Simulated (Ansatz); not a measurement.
# BSiNH2ClF (SMILES F[Si]1(Cl)BN1) at r2SCAN/cc-pVDZ

Aim: the vertical singlet–triplet gap of BSiNH2ClF at r2SCAN/cc-pVDZ, from 2 runs. 

The calculation is run with Ansatz 0.2.0.

139 further runs of the same task are left out: 139 set aside as unsound or not needed.

## 1. The structure to begin with

BSiNH2ClF: 7 atoms, total charge 0, spin state singlet. SMILES: `F[Si]1(Cl)BN1`. The shape is that of a PBE0-D4/def2-TZVP optimisation.

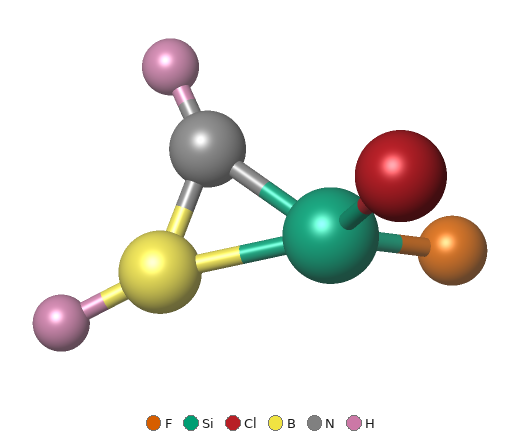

Viewed from a chosen angle; fluorine orange, silicon teal, chlorine red, boron yellow, nitrogen grey, hydrogen pink.

## 2. A single-point energy at r2SCAN/cc-pVDZ

run.yaml reads:

```yaml
crystal:
  periodic: [false, false, false]
  atoms:
    - symbol: F
      position_ang: [-0.412200, -2.179200, -0.210300]
    - symbol: Si
      position_ang: [-0.003600, -0.782500, 0.428000]
    - symbol: Cl
      position_ang: [1.448800, -1.240300, 1.779600]
    - symbol: B
      position_ang: [-0.771300, 0.907300, 0.039600]
    - symbol: N
      position_ang: [0.347500, 0.475500, -0.686800]
    - symbol: H
      position_ang: [-1.454900, 1.876800, 0.033100]
    - symbol: H
      position_ang: [0.906900, 0.874400, -1.428900]
basis:
  gaussian: {orbitals: cc-pVDZ}
hamiltonian: {xc: {name: r2SCAN}}
accuracy: high
output: {orbitals: {seedname: orbitals}}
```

Started as:

```
$ ansatz run run.yaml --threads 1 --pin off --max-ram 2610MiB --events-out events.jsonl --progress --plain --runs-dir runs
```

What it wrote:

```text
Warning: RAYON_NUM_THREADS=1 ignored (pool sized by the plan → 1); use --threads N
Functional definition: r2SCAN
  name "r2SCAN"
  parameter k0 = 0.174
  parameter k1 = 0.065
  parameter a1 = 4.9479
  exchange = r2scan_x(k0 = k0, k1 = k1, a1 = a1)
  correlation = r2scan_c
1963 factors; integrals over basis functions are off by at most 3.6e-9 eV
mean field evaluation 1: about -25307.9957 eV, gradient 5.9e1 eV
mean field evaluation 2: about -25288.5333 eV, gradient 1.0e2 eV
mean field evaluation 4: about -25315.0179 eV, gradient 7.3e0 eV
mean field evaluation 8: about -25315.1140 eV, gradient 4.0e-1 eV
mean field evaluation 16: about -25315.1144 eV, gradient 3.8e-5 eV
mean field -25315.11440337 eV, -930.3132951230 hartree, gradient 1.2e-8 eV, S^2 0.000000; 0 other end points of the search recorded, 0 dependent functions left out
reference -25315.11440408 eV, -930.3132951491 hartree; 27, 27 occupied and 61, 61 virtual orbitals, 1963 factors
Total energy: -25315.11440408 eV, -930.3132951491 hartree
```

Run time: 19 s. Hardware: 1 thread of Arm Neoverse V1, shared host; peak memory 0.27 GiB.

## 3. The triplet, same level

run.yaml reads:

```yaml
crystal:
  periodic: [false, false, false]
  atoms:
    - {symbol: F, position_ang: [-0.412200, -2.179200, -0.210300]}
    - {symbol: Si, position_ang: [-0.003600, -0.782500, 0.428000]}
    - {symbol: Cl, position_ang: [1.448800, -1.240300, 1.779600]}
    - {symbol: B, position_ang: [-0.771300, 0.907300, 0.039600]}
    - {symbol: N, position_ang: [0.347500, 0.475500, -0.686800]}
    - {symbol: H, position_ang: [-1.454900, 1.876800, 0.033100]}
    - {symbol: H, position_ang: [0.906900, 0.874400, -1.428900]}
basis:
  gaussian:
    orbitals: cc-pVDZ
total_charge: 0
magnetization:
  spin_polarized: true
  initial_magnetization: 2
hamiltonian:
  xc: {name: r2SCAN}
accuracy: high
output: {orbitals: {seedname: orbitals}}
```

Started as:

```
$ ansatz run run.yaml --threads 1 --pin off --max-ram 2610MiB --events-out events.jsonl --progress --plain --runs-dir runs
```

What it wrote:

```text
Warning: RAYON_NUM_THREADS=1 ignored (pool sized by the plan → 1); use --threads N
[... 7 set-up lines as earlier in the session ...]
1963 factors; integrals over basis functions are off by at most 3.6e-9 eV
mean field evaluation 1: about -25297.5249 eV, gradient 5.0e1 eV
mean field evaluation 2: about -25217.6472 eV, gradient 1.2e2 eV
mean field evaluation 4: about -25308.3694 eV, gradient 2.2e1 eV
mean field evaluation 8: about -25310.7352 eV, gradient 4.2e-1 eV
mean field evaluation 16: about -25310.7363 eV, gradient 1.1e-3 eV
mean field evaluation 32: about -25310.7363 eV, gradient 2.1e-7 eV
mean field -25310.73633689 eV, -930.1524041473 hartree, gradient 7.9e-8 eV, S^2 2.007498; 5 other end points of the search recorded, 0 dependent functions left out
reference -25310.73633900 eV, -930.1524042250 hartree; 28, 26 occupied and 60, 62 virtual orbitals, 1963 factors
Total energy: -25310.73633900 eV, -930.1524042250 hartree
```

Run time: 60 s. Hardware: 1 thread of Arm Neoverse V1, shared host; peak memory 0.44 GiB.

## 4. Outcome

Level: r2SCAN/cc-pVDZ.

```
                                        quantity          value
                           singlet: total energy  -930.31330 Eh
                            singlet: HOMO energy       -6.64 eV
                            singlet: LUMO energy       -1.38 eV
                          singlet: HOMO–LUMO gap        5.26 eV
                           triplet: total energy  -930.15240 Eh
     triplet: HOMO energy (highest over α and β)       -2.38 eV
                                   triplet: ⟨S²⟩          2.007
vertical energy of the triplet above the singlet       4.378 eV
```

At this shape the triplet lies 4.38 eV (101 kcal/mol) above the singlet.
